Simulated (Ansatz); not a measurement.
**Run report: HfNH$_{4}$Cl$_{3}$O, geometry relaxation**

HfNH$_{4}$Cl$_{3}$O, computed with RKS PBE0/def2-SVP (Ansatz 0.2.0).

The input holds or restrains some coordinates. It belongs to a series of runs on one base structure; here: pulled along the bonds that form and break, towards end A. Figures and captions count atoms from 1; the log counts them from 0 in places.

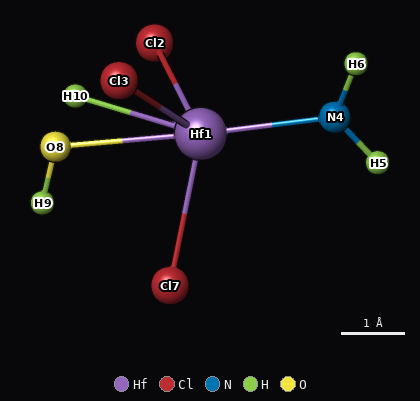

Fig. 1: The structure as given in the input (ball-and-stick view, seen at a tilt; atoms are numbered from 1 in the order of the input). Sticks mark near contacts. Bond lengths as drawn: Cl–Hf 2.52 to 2.87 Å, Hf–N 2.21 Å, Hf–O 2.37 Å, H–Hf 2.55 Å, H–N 1.06 Å and H–O 1.01 Å.

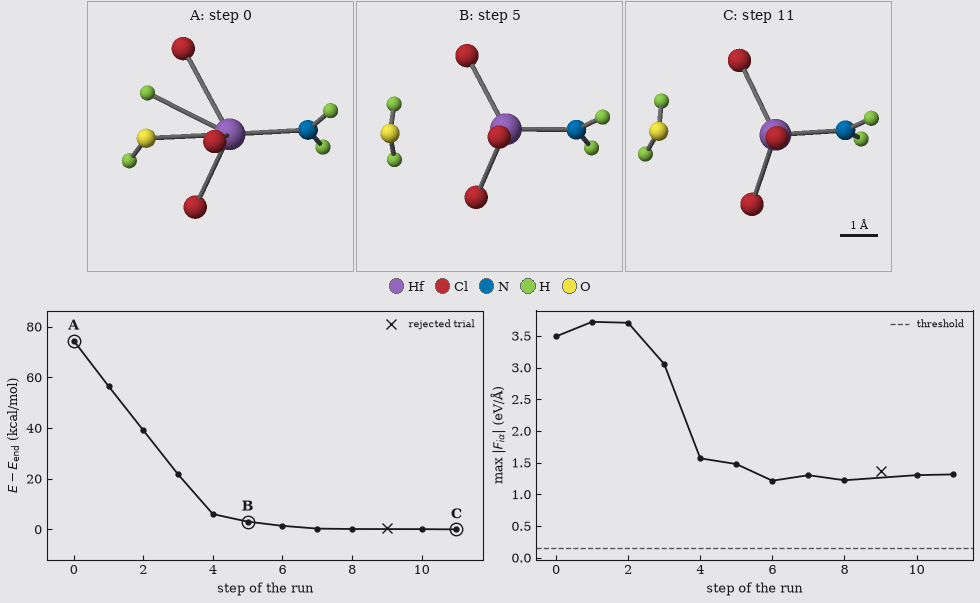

Fig. 2: Frames of the restrained relaxation (ball-and-stick view, seen on its broad side) above the curves, on which the letters mark them (the first geometry is step 0 here and step 1 in the log).

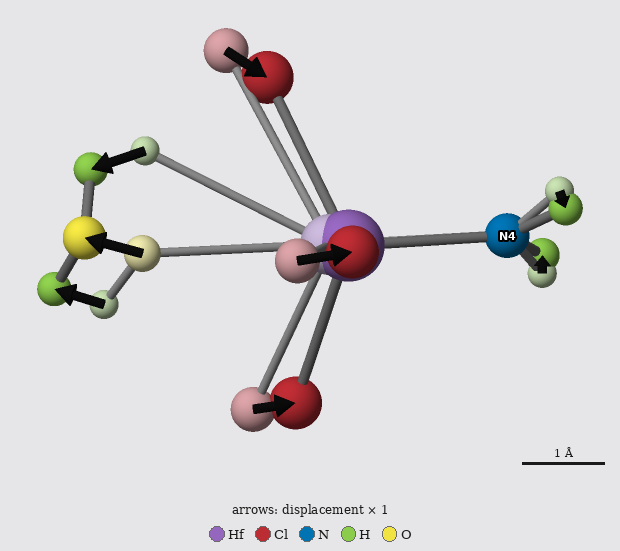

Fig. 3: Start (faint) and end (solid) with the displacements as black arrows, at true length (ball-and-stick view, seen on its broad side). The two geometries are laid on each other by the best rigid fit. After 11 geometry steps the energy has fallen by 74.5 kcal/mol. Largest force component: 3.5 eV/Å at the start, 1.3 eV/Å at the end. The line search rejected the trial step at point 9 (counted from 0) and went back. The atom that moves furthest after the best rigid fit is O8 (0.74 Å). Largest moves by element: O 0.74 Å, H 0.70 Å, Cl 0.69 Å, Hf 0.23 Å, N 0.04 Å. Among the contacts that change: Hf1–O8 2.370 → 3.254 Å, Hf1–H10 2.546 → 3.292 Å, O8–H10 1.425 → 0.984 Å, Hf1–Cl2 2.870 → 2.483 Å. New bonds form: O8–H10 (1.43 → 0.98 Å). Bonds break: Hf1–O8 (2.37 → 3.25 Å). Among the angles that change: H5–N4–H6 120.0° → 109.3°, Cl3–Hf1–Cl7 109.5° → 118.9°, Cl3–Hf1–N4 109.5° → 101.1°. (Atoms are counted from 1 in the order of the input.)

The input that produced these results follows, with the program's output.

## Input file
```yaml
crystal:
  periodic: [false, false, false]
  atoms:
    - { symbol: Hf, position_ang: [0.0, 0.0, 0.0] }
    - { symbol: Cl, position_ang: [0.0, 0.0, 2.87] }
    - { symbol: Cl, position_ang: [2.3764, 0.0, -0.8392] }
    - { symbol: "N", position_ang: [-1.0409, 1.8034, -0.7359] }
    - { symbol: H, position_ang: [-2.061, 1.7482, -1.0186] }
    - { symbol: H, position_ang: [-0.5204, 2.7241, -0.8065] }
    - { symbol: Cl, position_ang: [-1.1869, -2.0563, -0.8392] }
    - { symbol: O, position_ang: [1.237, -1.8784, 0.7473] }
    - { symbol: H, position_ang: [0.6706, -2.7104, 0.6628] }
    - { symbol: H, position_ang: [0.8649, -1.3134, 2.002] }
basis:
  gaussian: { orbitals: def2-SVP }
hamiltonian:
  xc: pbe0
relax:
  f_tol: 0.15
  max_steps: 25
  restrain:
    - { distance: [0, 7], at: 3.27, k: 30.0 }
    - { distance: [9, 1], at: 2.57, k: 30.0 }
    - { distance: [0, 1], at: 2.52, k: 30.0 }
    - { distance: [9, 7], at: 1.01, k: 30.0 }
```

Launch command:
```bash
ansatz run input.yaml --threads 4 --pin off --max-ram 5120MiB --backend cpu --events-out ev --progress --plain --runs-dir out
```

## The program's output
```
The last accepted step is kept in [file] (removed where the run ends without a failure and the disk answers)
Engine: ansatz 0.2.0, aarch64-unknown-linux-gnu
Functional definition: PBE0
  parameter a = 0.25
  parameter kappa = 0.804
  parameter beta = 0.06672455060314922
  exchange = (1 - a)*pbe_x(kappa = kappa, mu = beta*pi^2/3) + a*exact_x
  correlation = pbe_c(beta = beta)
1382 factors; integrals over basis functions are off by at most 5.2e-4 eV
mean field evaluation 1: about -42438.6576 eV, gradient 7.4e1 eV
mean field evaluation 2: about -42222.8794 eV, gradient 2.6e2 eV
mean field evaluation 4: about -42449.6724 eV, gradient 2.0e1 eV
mean field evaluation 8: about -42450.6151 eV, gradient 6.5e-1 eV
mean field evaluation 16: about -42450.6743 eV, gradient 3.8e-4 eV
mean field -42450.67430054 eV, -1560.0335064443 hartree, gradient 8.6e-5 eV, S^2 0.000000; 0 other end points of the search recorded, 0 dependent functions left out
the calculation of the forces begins
reference -42450.67436330 eV, -1560.0335087508 hartree; 41, 41 occupied and 93, 93 virtual orbitals, 1382 factors
relax step   1: F+E_penalty+E_count = -42450.67430054 eV  Δ(F+E_penalty+E_count) = +0.000e0 eV  max|allowed force component| = 3.491e0 eV/Å  E_restraint = 25.55650212 eV  max|allowed force component, restraints' pulls added| = 2.471e1 eV/Å  Δτ_max = 0.0000 Å  (31 SCF iters, accepted)
  distance Hf 0 - O 7 = 2.3700 Å
  distance H 9 - Cl 1 = 1.7962 Å
  distance Hf 0 - Cl 1 = 2.8700 Å
  distance H 9 - O 7 = 1.4255 Å
these checks for a lower state are left out or cut short: starts, cluster_reference, orbital_swaps, neighbouring_geometries, increment
1382 factors; integrals over basis functions are off by at most 5.8e-4 eV
mean field -42451.45215361 eV, -1560.0620920174 hartree, gradient 2.4e-5 eV, S^2 0.000000; 0 other end points of the search recorded, 0 dependent functions left out
[... from here on the field's lines of each further geometry are left out, up to the last ...]
relax step   2: F+E_penalty+E_count = -42451.45215361 eV  Δ(F+E_penalty+E_count) = -7.779e-1 eV  max|allowed force component| = 3.721e0 eV/Å  E_restraint = 11.08305550 eV  max|allowed force component, restraints' pulls added| = 1.638e1 eV/Å  Δτ_max = 0.1952 Å  (35 SCF iters, accepted)
relax step   3: F+E_penalty+E_count = -42452.20857335 eV  Δ(F+E_penalty+E_count) = -7.564e-1 eV  max|allowed force component| = 3.706e0 eV/Å  E_restraint = 3.44992788 eV  max|allowed force component, restraints' pulls added| = 8.199e0 eV/Å  Δτ_max = 0.1948 Å  (36 SCF iters, accepted)
relax step   4: F+E_penalty+E_count = -42452.96376721 eV  Δ(F+E_penalty+E_count) = -7.552e-1 eV  max|allowed force component| = 3.056e0 eV/Å  E_restraint = 0.54289354 eV  max|allowed force component, restraints' pulls added| = 5.204e0 eV/Å  Δτ_max = 0.1948 Å  (36 SCF iters, accepted)
relax step   5: F+E_penalty+E_count = -42453.64342001 eV  Δ(F+E_penalty+E_count) = -6.797e-1 eV  max|allowed force component| = 1.568e0 eV/Å  E_restraint = 0.06435653 eV  max|allowed force component, restraints' pulls added| = 1.470e0 eV/Å  Δτ_max = 0.1942 Å  (35 SCF iters, accepted)
relax step   6: F+E_penalty+E_count = -42453.77260252 eV  Δ(F+E_penalty+E_count) = -1.292e-1 eV  max|allowed force component| = 1.478e0 eV/Å  E_restraint = 0.04138648 eV  max|allowed force component, restraints' pulls added| = 9.673e-1 eV/Å  Δτ_max = 0.1995 Å  (31 SCF iters, accepted)
relax step   7: F+E_penalty+E_count = -42453.84478015 eV  Δ(F+E_penalty+E_count) = -7.218e-2 eV  max|allowed force component| = 1.215e0 eV/Å  E_restraint = 0.03847758 eV  max|allowed force component, restraints' pulls added| = 6.111e-1 eV/Å  Δτ_max = 0.1949 Å  (31 SCF iters, accepted)
relax step   8: F+E_penalty+E_count = -42453.89175910 eV  Δ(F+E_penalty+E_count) = -4.698e-2 eV  max|allowed force component| = 1.302e0 eV/Å  E_restraint = 0.03314256 eV  max|allowed force component, restraints' pulls added| = 3.519e-1 eV/Å  Δτ_max = 0.2000 Å  (37 SCF iters, accepted)
relax step   9: F+E_penalty+E_count = -42453.89862740 eV  Δ(F+E_penalty+E_count) = -6.868e-3 eV  max|allowed force component| = 1.223e0 eV/Å  E_restraint = 0.03464150 eV  max|allowed force component, restraints' pulls added| = 1.057e-1 eV/Å  Δτ_max = 0.2000 Å  (31 SCF iters, accepted)
relax step  10: F+E_penalty+E_count = -42453.87979900 eV  Δ(F+E_penalty+E_count) = +1.883e-2 eV  max|allowed force component| = 1.371e0 eV/Å  E_restraint = 0.03350751 eV  max|allowed force component, restraints' pulls added| = 9.350e-1 eV/Å  Δτ_max = 0.1959 Å  (31 SCF iters, rejected (line search))
relax step  11: F+E_penalty+E_count = -42453.90103010 eV  Δ(F+E_penalty+E_count) = -2.403e-3 eV  max|allowed force component| = 1.303e0 eV/Å  E_restraint = 0.03426233 eV  max|allowed force component, restraints' pulls added| = 3.358e-1 eV/Å  Δτ_max = 0.0963 Å  (31 SCF iters, accepted)
the calculation of the forces begins
reference -42453.90523932 eV, -1560.1522412543 hartree; 41, 41 occupied and 93, 93 virtual orbitals, 1382 factors
relax step  12: F+E_penalty+E_count = -42453.90517660 eV  Δ(F+E_penalty+E_count) = -4.147e-3 eV  max|allowed force component| = 1.315e0 eV/Å  E_restraint = 0.03485588 eV  max|allowed force component, restraints' pulls added| = 1.445e-2 eV/Å  Δτ_max = 0.0368 Å  (33 SCF iters, accepted)
  distance Hf 0 - O 7 = 3.2542 Å
  distance H 9 - Cl 1 = 2.5709 Å
  distance Hf 0 - Cl 1 = 2.4827 Å
  distance H 9 - O 7 = 0.9840 Å
1382 factors; integrals over basis functions are off by at most 8.4e-4 eV
mean field -42453.90517660 eV, -1560.1522389497 hartree, gradient 1.6e-5 eV, S^2 0.000000; 1 other end points of the search recorded, 0 dependent functions left out
the calculation of the forces begins
reference -42453.90523932 eV, -1560.1522412543 hartree; 41, 41 occupied and 93, 93 virtual orbitals, 1382 factors
Total energy: -42453.90523932 eV, -1560.1522412543 hartree
Atom 0 at    -0.018412     0.191388    -0.127042 Å, force     0.156818    -0.357476     1.314617 eV/Å
Atom 1 at    -0.149146     0.234780     2.351792 Å, force     0.044204    -0.001375    -1.111441 eV/Å
Atom 2 at     2.102968     0.630476    -1.020009 Å, force    -0.003678    -0.004825     0.001579 eV/Å
Atom 3 at    -1.022666     1.797267    -0.722946 Å, force    -0.001498     0.007309    -0.001906 eV/Å
Atom 4 at    -2.035927     1.869412    -0.802053 Å, force     0.003387     0.002446     0.002040 eV/Å
Atom 5 at    -0.601341     2.688907    -0.978213 Å, force    -0.001362    -0.003714    -0.000729 eV/Å
Atom 6 at    -1.295255    -1.566069    -1.035461 Å, force    -0.005061    -0.003173    -0.006878 eV/Å
Atom 7 at     1.423503    -2.392778     1.226672 Å, force    -0.454161     0.704620     0.454261 eV/Å
Atom 8 at     0.834541    -3.142966     1.083756 Å, force    -0.003367    -0.002839     0.007879 eV/Å
Atom 9 at     1.101434    -1.993216     2.066203 Å, force     0.264718    -0.340973    -0.659422 eV/Å
Dipole moment:    -0.422885     0.175628    -0.079970 e Å
```

## Trajectory as extended XYZ (Å, eV, eV/Å), 12 frames, from step=1 to step=12
```
10
Properties=species:S:1:pos:R:3:forces:R:3 step=1 energy=-42450.67430
Hf    0.0000    0.0000    0.0000    1.1577  -0.9580  -0.5344
Cl    0.0000    0.0000    2.8700    0.3852  -0.5522  -2.3436
Cl    2.3764    0.0000   -0.8392   -2.0023   1.1023   0.1864
N    -1.0409    1.8034   -0.7359    1.1869  -2.1377   0.9674
H    -2.0610    1.7482   -1.0186    1.7056   0.8129   0.2972
H    -0.5204    2.7241   -0.8065   -1.4555  -1.2244  -0.1897
Cl   -1.1869   -2.0563   -0.8392    0.2140   1.8865   0.3113
O     1.2370   -1.8784    0.7473   -2.7582   0.6709   3.4907
H     0.6706   -2.7104    0.6628    0.9932   1.4916   0.3416
H     0.8649   -1.3134    2.0020    0.5733  -1.0919  -2.5269
10
Properties=species:S:1:pos:R:3:forces:R:3 step=2 energy=-42451.45215
Hf   -0.0754    0.1221    0.0268    1.9280  -2.2784   0.1528
Cl   -0.0650    0.0991    2.8254    0.0119   0.0097  -2.5869
Cl    2.3517    0.0118   -0.8355   -2.3975   1.0470   0.4451
N    -1.0342    1.7910   -0.7293    0.5043  -0.9393   0.5847
H    -2.0466    1.7545   -1.0161    1.3977   0.6376   0.2237
H    -0.5323    2.7134   -0.8081   -1.1653  -1.0158  -0.1683
Cl   -1.1834   -2.0332   -0.8346    0.4144   2.1650   0.5620
O     1.3087   -1.9858    0.8666   -2.4712   2.2809   3.7214
H     0.6688   -2.7131    0.6663    0.5057   0.7088   0.6137
H     0.9474   -1.4426    1.8811    1.2719  -2.6154  -3.5483
10
Properties=species:S:1:pos:R:3:forces:R:3 step=3 energy=-42452.20857
Hf   -0.1315    0.2153    0.0587    2.7109  -3.7062   0.7240
Cl   -0.1286    0.1971    2.7498   -0.1081   0.1791  -2.5654
Cl    2.3123    0.0269   -0.8260   -2.5148   1.0342   0.5890
N    -1.0328    1.7879   -0.7237   -0.2319   0.3384   0.0609
H    -2.0330    1.7625   -1.0148    0.9563   0.5327   0.0998
H    -0.5449    2.7045   -0.8109   -0.8714  -0.6410  -0.1844
Cl   -1.1752   -1.9983   -0.8234    0.4587   2.2493   0.6994
O     1.3683   -2.0775    0.9660   -1.4258   0.9045   1.0653
H     0.6705   -2.7105    0.6776    0.5266   0.5843   0.6127
H     1.0346   -1.5907    1.7895    0.4994  -1.4753  -1.1013
10
Properties=species:S:1:pos:R:3:forces:R:3 step=4 energy=-42452.96377
Hf   -0.1381    0.2374    0.0655    2.2091  -3.0559   0.5710
Cl   -0.1815    0.2826    2.6179   -0.0407   0.0771  -1.9632
Cl    2.2132    0.0726   -0.8021   -1.9982   0.8253   0.5301
N    -1.0400    1.7982   -0.7168   -0.1492   0.2089   0.0312
H    -2.0219    1.7814   -1.0178    0.3879   0.4233  -0.0200
H    -0.5655    2.7035   -0.8198   -0.5219  -0.1592  -0.1830
Cl   -1.1596   -1.9060   -0.7934    0.3558   1.7811   0.6044
O     1.4557   -2.2300    1.0499   -1.0432  -0.3231  -0.6695
H     0.6755   -2.7151    0.6825    0.8826   0.4433   0.5577
H     1.1020   -1.7074    1.7769   -0.0821  -0.2207   0.5412
10
Properties=species:S:1:pos:R:3:forces:R:3 step=5 energy=-42453.64342
Hf   -0.0958    0.2113   -0.0066    0.3758  -0.7446   1.4030
Cl   -0.1840    0.2984    2.4683    0.0407  -0.0119  -1.2177
Cl    2.0860    0.2194   -0.8057    0.1178   0.3850  -0.1612
N    -1.0384    1.7991   -0.7290    0.0567  -0.1431   0.0290
H    -2.0163    1.7997   -1.0164    0.0674   0.2934  -0.0398
H    -0.5877    2.7069   -0.8372   -0.2703   0.0675  -0.1421
Cl   -1.1640   -1.7568   -0.7517   -0.2037   0.1622  -0.0531
O     1.5079   -2.3719    1.1431   -1.5682  -0.1885  -0.7511
H     0.6884   -2.7430    0.7071    1.3178   0.3893   0.7638
H     1.1435   -1.8458    1.8707    0.0661  -0.2093   0.1691
10
Properties=species:S:1:pos:R:3:forces:R:3 step=6 energy=-42453.77260
Hf   -0.0373    0.2459    0.0257    0.2545  -0.6874   1.2566
Cl   -0.1070    0.2356    2.5071   -0.0048   0.1116  -1.1830
Cl    2.1082    0.4056   -0.8737    0.0477   0.2180  -0.0572
N    -1.0431    1.7935   -0.7111    0.2393   0.1516  -0.0757
H    -2.0035    1.7383   -1.0427   -0.0849   0.1327   0.0198
H    -0.6313    2.6965   -0.9631   -0.1919  -0.1726   0.0510
Cl   -1.2165   -1.6344   -0.7729   -0.0490   0.0983  -0.0050
O     1.4797   -2.3942    1.1622   -1.4782   0.2504  -0.1050
H     0.6778   -2.7922    0.7390    0.9673   0.2872   0.5618
H     1.1128   -1.9773    1.9722    0.2999  -0.3898  -0.4632
10
Properties=species:S:1:pos:R:3:forces:R:3 step=7 energy=-42453.84478
Hf   -0.0140    0.2433   -0.0303    0.2794  -0.6585   1.2153
Cl   -0.1007    0.2302    2.4490   -0.0114   0.1434  -1.1347
Cl    2.1249    0.5108   -0.9307    0.0420   0.1192  -0.0204
N    -1.0223    1.7864   -0.7698   -0.3800   0.4678  -0.0159
H    -2.0323    1.7854   -0.9676    0.4122   0.0009   0.0789
H    -0.6550    2.7287   -0.9502   -0.0987  -0.3590   0.0225
Cl   -1.2303   -1.6107   -0.8196   -0.0562   0.0315  -0.0472
O     1.4605   -2.3962    1.1867   -1.0660   0.3158   0.2626
H     0.7177   -2.9404    0.8591    0.5057   0.2134   0.1689
H     1.0913   -2.0202    2.0162    0.3729  -0.2746  -0.5300
10
Properties=species:S:1:pos:R:3:forces:R:3 step=8 energy=-42453.89176
Hf   -0.0040    0.1838   -0.1026    0.0266   0.0042   1.3023
Cl   -0.1222    0.2365    2.3770    0.0303  -0.0217  -1.1371
Cl    2.1206    0.6361   -0.9734    0.0237  -0.0105  -0.0366
N    -1.0237    1.7838   -0.7220    0.1090  -0.1461   0.0214
H    -2.0364    1.8272   -0.8374    0.0639   0.0090   0.0249
H    -0.6135    2.6755   -0.9986   -0.0231  -0.0530   0.0392
Cl   -1.3076   -1.5567   -0.9933   -0.0107  -0.1114  -0.0283
O     1.4483   -2.4103    1.2252   -0.7896   0.5385   0.3812
H     0.7607   -3.0621    1.0120    0.2569   0.1439   0.0877
H     1.1175   -1.9966    2.0557    0.3129  -0.3529  -0.6548
10
Properties=species:S:1:pos:R:3:forces:R:3 step=9 energy=-42453.89863
Hf    0.0037    0.2146   -0.1252    0.0967  -0.4983   1.2225
Cl   -0.1060    0.2554    2.3549    0.0417   0.0128  -1.1199
Cl    2.1170    0.6847   -1.0349   -0.0595  -0.0310   0.0390
N    -1.0300    1.8002   -0.7253    0.0546  -0.0231   0.0225
H    -2.0429    1.8444   -0.8203   -0.0138   0.0260  -0.0034
H    -0.6225    2.6993   -0.9761   -0.0242   0.0109  -0.0016
Cl   -1.2768   -1.5546   -1.0257    0.0562   0.1045   0.0258
O     1.3805   -2.4109    1.2133   -0.4400   0.6650   0.5391
H     0.8417   -3.2072    1.1232    0.0180   0.0950  -0.0198
H     1.0749   -2.0087    2.0588    0.2704  -0.3617  -0.7042
10
Properties=species:S:1:pos:R:3:forces:R:3 step=10 energy=-42453.87980 accepted=F
Hf   -0.0041    0.1797   -0.1251    0.1579  -0.1799   1.3163
Cl   -0.1189    0.2433    2.3540    0.0137  -0.0102  -1.1221
Cl    2.1146    0.6383   -1.0136   -0.0070  -0.0164  -0.0078
N    -1.0208    1.7773   -0.7312   -0.0550  -0.0444   0.0513
H    -2.0370    1.8381   -0.8075    0.0919  -0.0052  -0.0030
H    -0.6120    2.6818   -0.9594    0.0050  -0.0064  -0.0129
Cl   -1.2859   -1.5780   -1.0245    0.0027  -0.0552  -0.0007
O     1.4444   -2.3944    1.2491   -1.3714  -0.1595   0.0788
H     0.7555   -3.0673    1.0165    0.8861   0.7869   0.3308
H     1.1039   -2.0016    2.0844    0.2761  -0.3096  -0.6307
10
Properties=species:S:1:pos:R:3:forces:R:3 step=11 energy=-42453.90103
Hf   -0.0034    0.1953   -0.1210    0.1416  -0.3145   1.3031
Cl   -0.1186    0.2528    2.3581    0.0370  -0.0209  -1.1159
Cl    2.1112    0.6547   -1.0213   -0.0090  -0.0158   0.0054
N    -1.0246    1.7911   -0.7169   -0.0067  -0.0143  -0.0239
H    -2.0376    1.8432   -0.8172    0.0219   0.0052   0.0139
H    -0.6146    2.6873   -0.9745   -0.0003  -0.0027   0.0097
Cl   -1.2794   -1.5669   -1.0238    0.0024  -0.0027  -0.0015
O     1.4192   -2.4034    1.2284   -0.7826   0.3626   0.3819
H     0.8010   -3.1386    1.0694    0.3018   0.3358   0.0691
H     1.0866   -1.9984    2.0615    0.2938  -0.3327  -0.6419
10
Properties=species:S:1:pos:R:3:forces:R:3 step=12 energy=-42453.90518
Hf   -0.0184    0.1914   -0.1270    0.1568  -0.3575   1.3146
Cl   -0.1491    0.2348    2.3518    0.0442  -0.0014  -1.1114
Cl    2.1030    0.6305   -1.0200   -0.0037  -0.0048   0.0016
N    -1.0227    1.7973   -0.7229   -0.0015   0.0073  -0.0019
H    -2.0359    1.8694   -0.8021    0.0034   0.0024   0.0020
H    -0.6013    2.6889   -0.9782   -0.0014  -0.0037  -0.0007
Cl   -1.2953   -1.5661   -1.0355   -0.0051  -0.0032  -0.0069
O     1.4235   -2.3928    1.2267   -0.4542   0.7046   0.4543
H     0.8345   -3.1430    1.0838   -0.0034  -0.0028   0.0079
H     1.1014   -1.9932    2.0662    0.2647  -0.3410  -0.6594
```

## Summary

- outcome: converged under the restraints of the input
- total energy: −42453.9052 eV
- mean-field energy: −42453.9052 eV
- largest force (length of the vector) at the end, held atoms and coordinates included: 1.371 eV/Å
- hardware: 4 threads of Arm Neoverse V2, 24 GiB of memory available, shared host
- wall time: 35 s (CPU time 2.2 min)
- peak memory: 0.38 GiB
